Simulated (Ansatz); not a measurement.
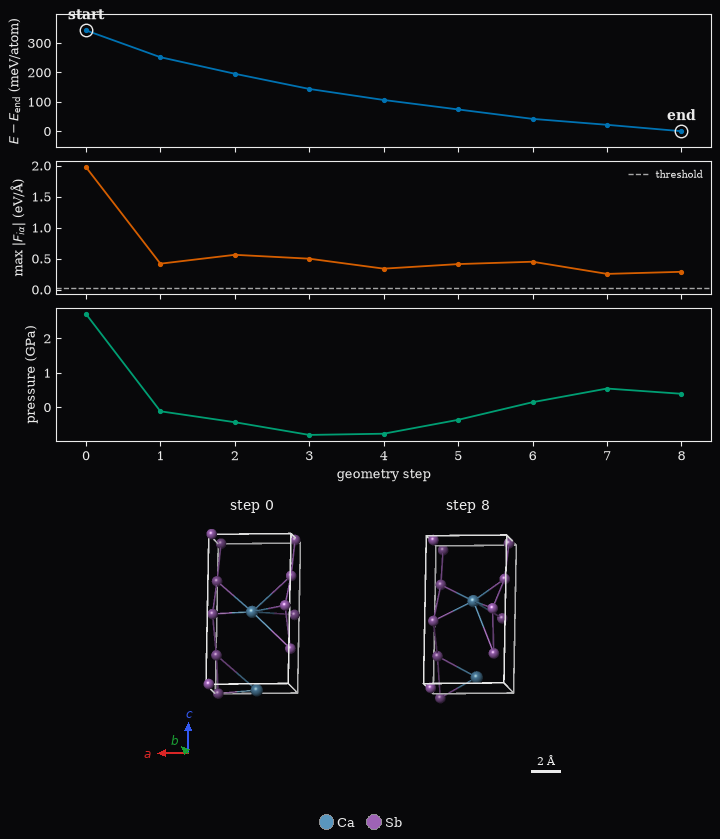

First and last geometry of a relaxation of a crystal of CaSb4 (a generated structure, set up in P1) (coarse preliminary run), with the history of the run. Style: ball-and-stick. Shown: the cell of the calculation, from a free direction.

These are results of DFT PBE, scalar-relativistic, plane waves, PAW in Ansatz, not measurements.

Input
```yaml
crystal:
  lattice:
    - [0.0793780076, -0.027630444, -5.8740197972]
    - [3.1705795631, -5.4198890977, -0.0691132444]
    - [-9.3409400004, -5.3212784285, 0.1033568137]
  atoms:
    - { symbol: Ca, position: [0.512221833, 0.504003251, 0.5116299871] }
    - { symbol: Ca, position: [0.4934715887, 0.0262117063, 0.0191671809] }
    - { symbol: Sb, position: [-0.0237269851, 0.2470534839, 0.7341073239] }
    - { symbol: Sb, position: [0.0157057342, 0.7025135126, 0.2514019805] }
    - { symbol: Sb, position: [0.0068208947, 0.4990308644, -0.0114296264] }
    - { symbol: Sb, position: [0.0552413382, 1.000880064, 0.5208662888] }
    - { symbol: Sb, position: [0.0168235407, 0.7607912015, 0.7326469022] }
    - { symbol: Sb, position: [-0.0347501424, 0.2555986304, 0.2403832863] }
    - { symbol: Sb, position: [-0.007314138, 0.5089621264, 0.4995828368] }
    - { symbol: Sb, position: [-0.034493664, 0.9949551597, 0.00164384] }
basis:
  ecutwfc: 420
kpoints:
  mp_grid: { grid: [4, 4, 2] }
hamiltonian:
  xc: pbe
scf:
  occupations: { method: gaussian, width: 0.2 }
  lower_state_search: "off"
output:
  forces: true
  stress: true
  eigenvalues: true
relax:
  adjacent_minimum: "off"
  f_tol: 0.025
  max_steps: 60
  cell: { stress_tol: 0.25 }
```

Run as
```bash
ansatz run input.yaml --threads 1 --pin off --max-ram 2560MiB --backend cpu --events-out ev --progress --plain --runs-dir out
```

What do the curves and the structures tell?

Answer. The run was cut off at its time limit before the relaxation converged, so the last structure is only a point on the way. Ca2 moves most relative to the cell: 1.02 Å along [−1 2 2]. By element the largest moves are Ca 1.02 Å, Sb 0.96 Å. The volume changes by −5.5 %, with a 5.875 → 5.739 Å (−2.3 %), b 6.280 → 6.168 Å (−1.8 %), c 10.751 → 10.591 Å (−1.5 %), α 90.7° → 89.6°, γ 88.7° → 88.1°. Near-neighbour distances that change, for instance: Ca2–Sb4 4.345 → 3.095 Å, Ca1–Sb6 4.194 → 3.169 Å, Ca2–Sb5 4.088 → 3.082 Å, Ca1–Sb7 4.085 → 3.103 Å. Bond angles that change, for instance: Sb10–Ca2–Sb10 169.4° → 113.7°, Sb9–Ca1–Sb9 174.8° → 121.5°, Sb9–Sb4–Sb10 167.6° → 126.6°. The space group stays P1 (No. 1). After 8 geometry steps the energy has fallen by 343 meV per atom. The largest force component goes from 2 to 0.29 eV/Å. The pressure goes from 2.71 to 0.39 GPa. Cost: 7 min on 1 thread of Intel(R) Xeon(R) CPU @ 2.80GHz (Skylake/Cascade Lake), on a shared host, peak memory 0.86 GiB.

```
step  E − E(0), meV/atom  largest force component, eV/Å  pressure, GPa  volume, Å³/atom
   0                0.00                         1.9774           2.71           39.640
   1              -91.27                         0.4191          -0.12           40.975
   2             -147.71                         0.5624          -0.43           40.450
   3             -199.40                         0.4998          -0.80           39.830
   4             -236.99                         0.3390          -0.77           39.085
   5             -269.25                         0.4126          -0.36           38.320
   6             -301.33                         0.4508           0.15           37.606
   7             -321.53                         0.2544           0.54           37.291
   8             -343.38                         0.2882           0.39           37.465
```
